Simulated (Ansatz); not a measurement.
**Mo(NH)2(OH)2 (H4MoN2O2): structure and electronic state**

Aim: characterise Mo(NH)2(OH)2 (H4MoN2O2) as a singlet: its structure, frontier levels and distribution of charge.

Computed with Ansatz 0.2.0, Gaussian basis. Level: RKS PBE0-D4/def2-TZVP.

The runs, in order: a search for the lowest solution at PBE0-D4/def2-SVP; a single point at PBE0-D4/def2-TZVP.

4 further runs of the same task are left out: 4 set aside as unsound or not needed.

## Step 1: The relaxed structure

The singlet was relaxed beforehand with r2SCAN-D4/def2-SVP.

9 atoms, charge 0, spin multiplicity 1.

Atoms are counted from 1 here; the program's logs count them from 0.

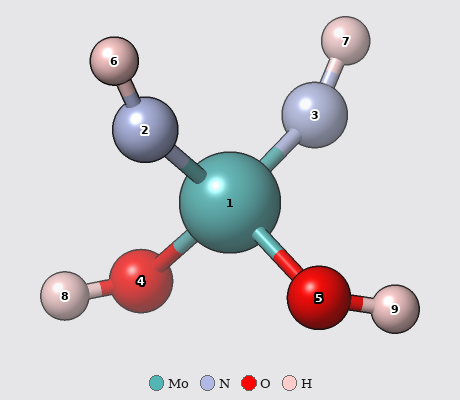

The structure; molybdenum teal, nitrogen light blue, oxygen red, hydrogen pink; atoms are numbered from 1 in the order of the file.

Mo takes a core potential in the def2 sets. No spin-orbit coupling is included.

Bonds by kind at the end (by distance):

| bond | count | shortest (Å) | longest (Å) |
| --- | --- | --- | --- |
| Mo–N | 2 | 1.737 | 1.737 |
| Mo–O | 2 | 1.897 | 1.897 |
| H–N | 2 | 1.019 | 1.019 |
| H–O | 2 | 0.967 | 0.967 |

## Step 2: Searching for the lowest solution, PBE0-D4/def2-SVP

start.molden holds the orbitals of an earlier run on this state, given as this run's starting guess.

Input file in.yaml:

```yaml
crystal:
  periodic: [false, false, false]
  atoms:
    - {symbol: Mo, position_ang: [-0.101474, -0.022574, -0.062104]}
    - {symbol: N, position_ang: [-0.055284, 0.316360, 1.640657]}
    - {symbol: N, position_ang: [1.486516, 0.001624, -0.765027]}
    - {symbol: O, position_ang: [-1.126313, 1.314232, -0.934382]}
    - {symbol: O, position_ang: [-0.848834, -1.753107, -0.274065]}
    - {symbol: H, position_ang: [0.387971, 0.529931, 2.533266]}
    - {symbol: H, position_ang: [2.499772, 0.111848, -0.766493]}
    - {symbol: H, position_ang: [-1.751437, 1.836671, -0.413192]}
    - {symbol: H, position_ang: [-0.490917, -2.334986, -0.958661]}
basis:
  gaussian: {orbitals: def2-SVP, initial_orbitals: start.molden}
hamiltonian: {xc: pbe0, dispersion: d4}
output: {orbitals: {seedname: orbitals}}
```

Run with:

```bash
ansatz run in.yaml --threads 2 --pin off --events-out ev --progress --plain --max-ram 4352MiB
```

The program printed:

```text
Functional definition: PBE0
  name "PBE0"
  cite "Adamo & Barone, J. Chem. Phys. 110, 6158 (1999) doi:10.1063/1.478522"
  cite "Perdew, Burke & Ernzerhof, Phys. Rev. Lett. 77, 3865 (1996) doi:10.1103/PhysRevLett.77.3865"
  parent pbe
  parameter a = 0.25
  parameter kappa = 0.804
  parameter beta = 0.06672455060314922
  exchange = (1 - a)*pbe_x(kappa = kappa, mu = beta*pi^2/3) + a*exact_x
  correlation = pbe_c(beta = beta)
1204 factors; their error is unknown
mean field evaluation 1: about -8881.4561 eV, gradient 1.8e2 eV
mean field evaluation 2: about -8927.8088 eV, gradient 6.9e1 eV
mean field evaluation 4: about -8982.0145 eV, gradient 2.5e1 eV
mean field evaluation 8: about -8983.7795 eV, gradient 3.7e-4 eV
mean field evaluation 16: about -8983.4634 eV, gradient 1.2e1 eV
mean field -8983.77950055 eV, -330.1478072208 hartree, gradient 1.8e-5 eV, S^2 0.000000; 1 other end points of the search recorded, 0 dependent functions left out
reference -8983.77955683 eV, -330.1478092890 hartree; 24, 24 occupied and 83, 83 virtual orbitals, 1204 factors
Total energy: -8983.96722882 eV, -330.1547061073 hartree
```

It took 3.8 s on 2 threads of Intel Xeon Platinum 8259CL at 2.50GHz, shared host.

HOMO -7.59 eV, LUMO -1.12 eV.

## Step 3: Single point, PBE0-D4/def2-TZVP

Edit in.yaml of step 2 so:

```diff
@@ -13,4 +13,5 @@
 basis:
-  gaussian: {orbitals: def2-SVP, initial_orbitals: start.molden}
+  gaussian: {orbitals: def2-TZVP, initial_orbitals: start.molden}
 hamiltonian: {xc: pbe0, dispersion: d4}
+scf: {omitted_lower_state_checks: [starts]}
 output: {orbitals: {seedname: orbitals}}
```

The command is unchanged.

The program printed:

```text
Functional definition: PBE0
  name "PBE0"
  cite "Adamo & Barone, J. Chem. Phys. 110, 6158 (1999) doi:10.1063/1.478522"
  cite "Perdew, Burke & Ernzerhof, Phys. Rev. Lett. 77, 3865 (1996) doi:10.1103/PhysRevLett.77.3865"
  parent pbe
  parameter a = 0.25
  parameter kappa = 0.804
  parameter beta = 0.06672455060314922
  exchange = (1 - a)*pbe_x(kappa = kappa, mu = beta*pi^2/3) + a*exact_x
  correlation = pbe_c(beta = beta)
these checks for a lower state are left out or cut short: starts
1166 factors; their error is unknown
mean field evaluation 1: about -8989.0581 eV, gradient 1.6e2 eV
mean field evaluation 2: about -8992.7816 eV, gradient 4.0e0 eV
mean field evaluation 4: about -8992.9076 eV, gradient 4.2e-1 eV
mean field evaluation 8: about -8992.9078 eV, gradient 1.6e-5 eV
mean field -8992.90779315 eV, -330.4832657865 hartree, gradient 1.6e-5 eV, S^2 0.000000; 0 other end points of the search recorded, 0 dependent functions left out
reference -8992.90784859 eV, -330.4832678237 hartree; 24, 24 occupied and 164, 164 virtual orbitals, 1166 factors
Total energy: -8993.09552057 eV, -330.4901646420 hartree
Checks for a lower state left out: starts
```

It took 3.8 s on 2 threads of Intel Xeon Platinum 8259CL at 2.50GHz, shared host.

From the report: HOMO -7.72 eV, LUMO -1.34 eV.

Mulliken charges, from this run's orbitals:

| atom | value (e) |
| --- | --- |
| Mo1 | 1.68 |
| N2 | -0.71 |
| N3 | -0.71 |
| O4 | -0.72 |
| O5 | -0.72 |
| H6 | 0.24 |
| H7 | 0.24 |
| H8 | 0.35 |
| H9 | 0.35 |

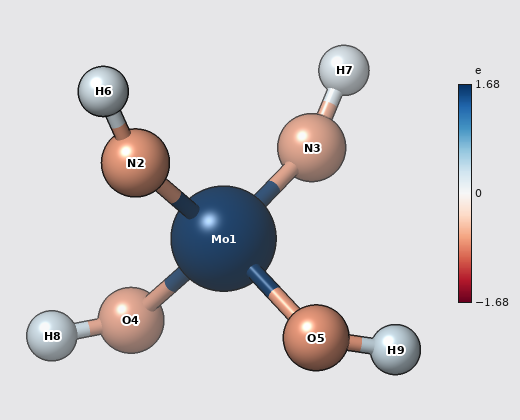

Mulliken charges, from this run's orbitals, as colours on the atoms.

Largest Mayer bond orders: Mo1–N2 1.92; Mo1–N3 1.92; Mo1–O4 0.90; Mo1–O5 0.90; N2–H6 0.89; N3–H7 0.89; O4–H8 0.87; O5–H9 0.87; N2–N3 0.16.

## Step 4: Summary of results

```
                                         quantity                             value
                                      point group                                C2
                     near neighbours of the metal  N 1.74, N 1.74, O 1.90, O 1.90 Å
                  HOMO, LUMO at PBE0-D4/def2-TZVP                   -7.72, -1.34 eV
charge on the metal (Mulliken, PBE0-D4/def2-TZVP)                           +1.68 e
```

The metal has 4 near neighbours by the distance rule, from 1.74 to 1.90 Å. No usable vibrations, so a minimum isn't proven. Whether this spin is the lowest isn't tested here. The point group is read from a loosely relaxed geometry; soft torsions can leave it below the true symmetry.
